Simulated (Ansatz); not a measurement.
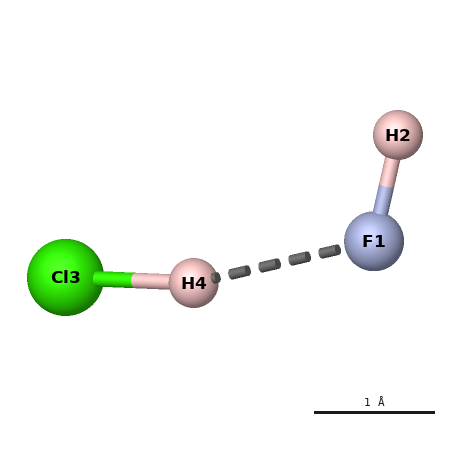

Two molecules or ions; the broken line marks their closest contact (measured against van der Waals radii). Geometry: a pair of rigid molecules at a changed separation. Program: Ansatz 0.2.0.

Which two species are they?

Answer. HF and HCl (`Cl.F`).

How long is the contact?

Answer. F1···H4 is 1.84 Å.

Give the counterpoise-corrected interaction energy (kJ/mol, monomers kept as in the pair) with RHF-CCSD(T) (frozen core)/def2-TZVPPD; PBE-D4/def2-TZVPPD; ωB97M-V/def2-TZVPPD; r2SCAN-D4/def2-TZVPPD; B3LYP-D4/def2-TZVPPD.

```csv
level,interaction energy (kJ/mol)
RHF-CCSD(T) (frozen core)/def2-TZVPPD,−7.2
PBE-D4/def2-TZVPPD,−11.4
ωB97M-V/def2-TZVPPD,−9.6
r2SCAN-D4/def2-TZVPPD,−11.8
B3LYP-D4/def2-TZVPPD,−9.8
```
